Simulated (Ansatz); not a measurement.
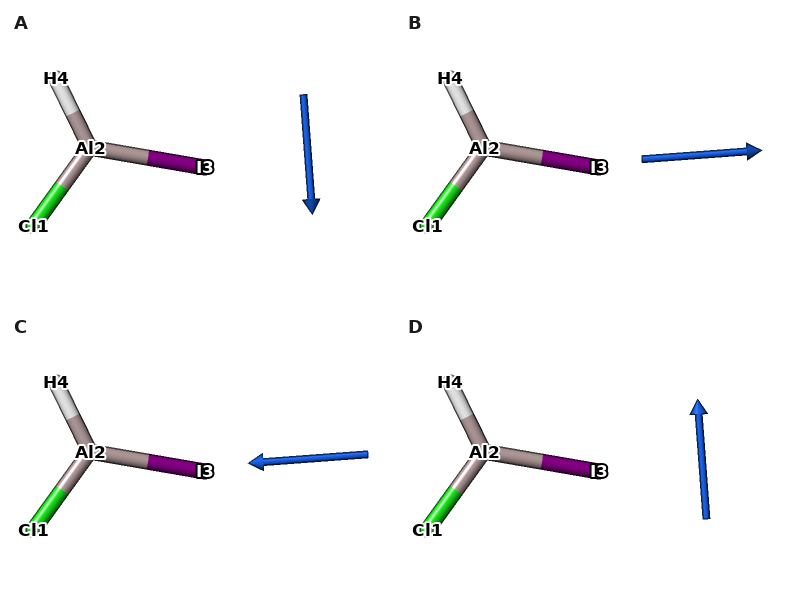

The same molecule four times, each with an arrow. Geometry: atoms displaced at random (about 0.09 Å) from a stationary point of PBE0-D4. Method: RKS r2SCAN-D4/def2-TZVPP, core potentials on I (Ansatz 0.2.0).

**Which arrow points along the dipole moment, from the negative to the positive end?**

D. The dipole moment is 0.68 D; it points from the side of Cl1 to the side of H4 (the outermost atoms at the two ends).
